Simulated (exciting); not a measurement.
Consider SnSe, space group Fm-3m.

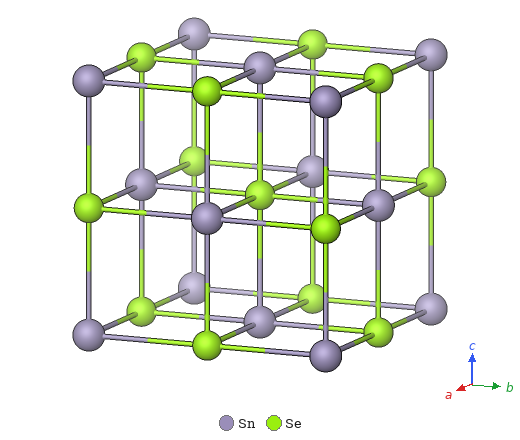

The structure (tin purple, selenium green). Some periodic images of atoms are drawn too.

```xyz
2
Lattice="0.0000 3.0100 3.0100 3.0100 0.0000 3.0100 3.0100 3.0100 0.0000" Properties=species:S:1:pos:R:3 pbc="T T T"
Sn    0.0000    0.0000    0.0000
Se    3.0100    3.0100    3.0100
```

Absorber: atom 1, with 6 Se at 3.01 Å (octahedral, site symmetry m-3m). Method: exciting, all-electron LAPW+lo, LDA, exchange and screened direct term (singlet BSE), 4×4×4 shifted k points, 21 conduction bands, |G+q| up to 3 bohr⁻¹ (2 in the exchange term), full RPA screening with nempty = 44, Lorentzian half width 1.38 eV.

Q: What does the Sn L₃ spectrum look like, and is there a bound core exciton?

Bound core exciton? No bright one: the first bright state (over 5 % of the brightest) lies at 0.95 eV from the Kohn–Sham onset; weaker or dark states reach down to -0.19 eV. Maxima (height): 10.0 eV (0.98) and 13.1 eV (1.00).

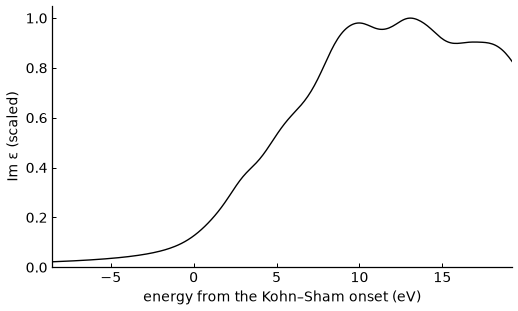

Energy from the Kohn–Sham onset, core level to the lowest empty state found on the meshes used; Im ε in relative units.

With 64 k points the binding energies are rough, and fine structure above the first lines is partly noise of the mesh. Exchange and the short-range direct term aren't converged in the kernel cutoff. The zero comes from the shifted mesh, which comes near the band minimum without meeting it. The conduction states carry no spin here, so the exchange coupling to the spinor core hole is only partly held. This core level is treated alone, with no coupling to its spin–orbit partner. The structure is a published determination, not relaxed.

[Banner, clock and machine lines of the logs are left out without a mark of their own.]

[Logs are printed without paths, hosts, clocks, repeated set-up lines and the standing remarks that a program may print on its own settings, such as how far it seeks lower states.]

[Hosts, paths, dates, database ids (printed as entryN), source tags and the programs' standing remarks are cut or masked in the printed files.]
